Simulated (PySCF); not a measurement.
# RuNCl$_{2}$: frequency calculation

The run: frequency calculation of RuNCl$_{2}$, multiplicity 4. Method and program: UKS-based PBE0, Ru def2-TZVP with ECP28, N def2-TZVP, Cl def2-TZVP; non-relativistic Hamiltonian with a scalar-relativistic core potential; density fitting (PySCF 2.14.0).

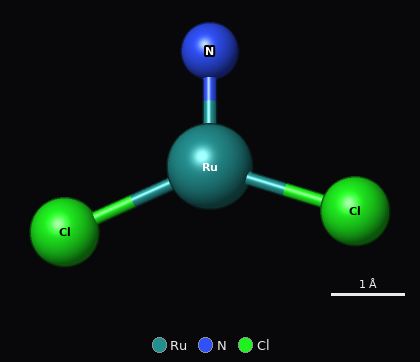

The structure (ball-and-stick view, seen at a tilt). Sticks mark near contacts. Bond lengths as drawn: Cl–Ru 2.22 Å and N–Ru 1.64 Å.

Input:
```python
from pyscf import gto, scf, dft
mol = gto.M(atom='''
Ru     0.139532    -0.098075     0.000000
N      1.479507    -1.039917     0.000001
Cl    -0.501358     0.352393    -2.080942
Cl    -0.501359     0.352398     2.080941''',
    basis={'Ru': 'def2-TZVP', 'N': 'def2-TZVP', 'Cl': 'def2-TZVP'},
    ecp={'Ru': 'def2-TZVP'},
    charge=0, spin=3)
mf = dft.UKS(mol, xc='PBE0')
mf.grids.atom_grid = (75, 302)
aux = {'Ru': 'def2-universal-JKFIT', 'N': 'def2-universal-JKFIT', 'Cl': 'def2-universal-JKFIT'}
mf = mf.density_fit(auxbasis=aux)
mf.conv_tol = 1e-09
mf.diis_space = 10
mf.max_cycle = 60
mf.verbose = 4
mf.kernel()
```

The script is an equivalent of the set-up of the self-consistent field. The run itself was carried out by a driver, which started from the orbitals of the step before it where there was one and computed the further properties.

Run as:
```bash
OMP_NUM_THREADS=4 python axn.py task.json out
```

The program's output:
```
init E= -1069.73242115584
  alpha nocc = 30  HOMO = -0.260216129312806  LUMO = -0.0993540111199923
  beta  nocc = 27  HOMO = -0.336617366058036  LUMO = -0.186781192416501
  HOMO = -0.260216129313  LUMO = -0.186781192417  gap/eV = 1.99827
cycle= 1 E= -1069.73242115558  delta_E= 2.68e-10  |g|= 2.52e-05  |ddm|= 2.55e-05
  alpha nocc = 30  HOMO = -0.260205350292635  LUMO = -0.0993449825124085
  beta  nocc = 27  HOMO = -0.336616738765797  LUMO = -0.186779526509719
  HOMO = -0.260205350293  LUMO = -0.18677952651  gap/eV = 1.99802
cycle= 2 E= -1069.7324211532  delta_E= 2.38e-09  |g|= 7.68e-05  |ddm|= 6.51e-05
  alpha nocc = 30  HOMO = -0.260211319821773  LUMO = -0.0993495742258601
  beta  nocc = 27  HOMO = -0.336617148379281  LUMO = -0.186778369463469
  HOMO = -0.260211319822  LUMO = -0.186778369463  gap/eV = 1.99821
cycle= 3 E= -1069.73242115573  delta_E= -2.53e-09  |g|= 2.14e-05  |ddm|= 4.68e-05
  alpha nocc = 30  HOMO = -0.260212751256365  LUMO = -0.0993511200704413
  beta  nocc = 27  HOMO = -0.336617173734363  LUMO = -0.186780188476097
  HOMO = -0.260212751256  LUMO = -0.186780188476  gap/eV = 1.99820
cycle= 4 E= -1069.73242115591  delta_E= -1.81e-10  |g|= 2.64e-07  |ddm|= 1.13e-05
  alpha nocc = 30  HOMO = -0.260212758725196  LUMO = -0.0993511453703401
  beta  nocc = 27  HOMO = -0.336617195656487  LUMO = -0.18678021337725
  HOMO = -0.260212758725  LUMO = -0.186780213377  gap/eV = 1.99820
cycle= 5 E= -1069.7324211559  delta_E= 5e-12  |g|= 1.54e-07  |ddm|= 4e-07
  alpha nocc = 30  HOMO = -0.260212715926024  LUMO = -0.0993511241145387
  beta  nocc = 27  HOMO = -0.336617194769803  LUMO = -0.186780215923124
  HOMO = -0.260212715926  LUMO = -0.186780215923  gap/eV = 1.99820
Extra cycle  E= -1069.7324211559  delta_E= 2.27e-13  |g|= 1.56e-07  |ddm|= 3.33e-07
converged SCF energy = -1069.7324211559  <S^2> = 3.7716134  2S+1 = 4.0107921
```

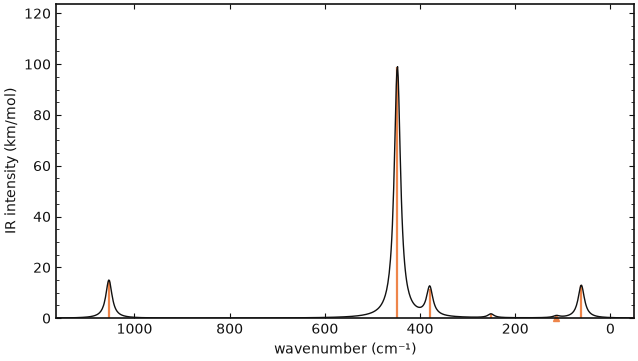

Harmonic infrared spectrum, unscaled: sticks (degenerate modes added up, dark ones marked on the axis) with a Lorentzian envelope of 16 cm⁻¹ full width, scaled to the tallest stick. 6 modes from 61 to 1054 cm⁻¹, none imaginary. The strongest line is at 448 cm⁻¹ (99 km/mol). All modes, in cm⁻¹ (km/mol): 61 (13.0), 113 (0.7), 251 (1.5), 380 (11.4), 448 (99), 1054 (15.0).

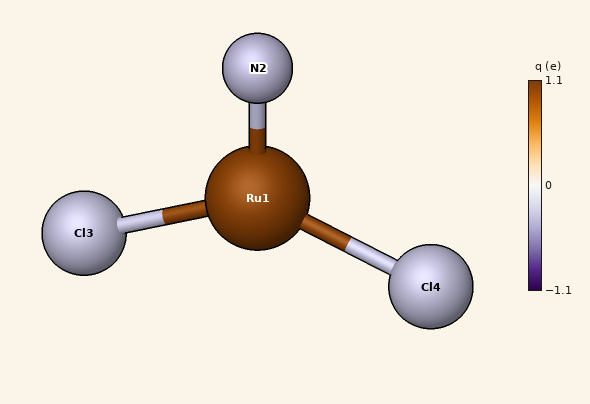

Mulliken charges, as the colour of each atom (ball-and-stick view, seen at a tilt; atoms are numbered from 1 in the order of the input; Mulliken charges depend strongly on the basis). By element: Ru +1.04, N −0.37 and Cl −0.33 e.

Results in brief:

| quantity | value |
| --- | --- |
| outcome | converged |
| total energy | −1069.732421 hartree |
| ⟨S²⟩ | 3.772 |
| zero-point energy | 0.005255 hartree |
| dipole moment | 0.59 D |
| wavenumbers, lowest and highest | 61 and 1054 cm⁻¹ |
| hardware | 4 threads of Arm Neoverse V1, 112 GiB of memory available, shared host |
| wall time | 2.5 min (CPU time 6 min) |
| peak memory | 1.5 GiB |
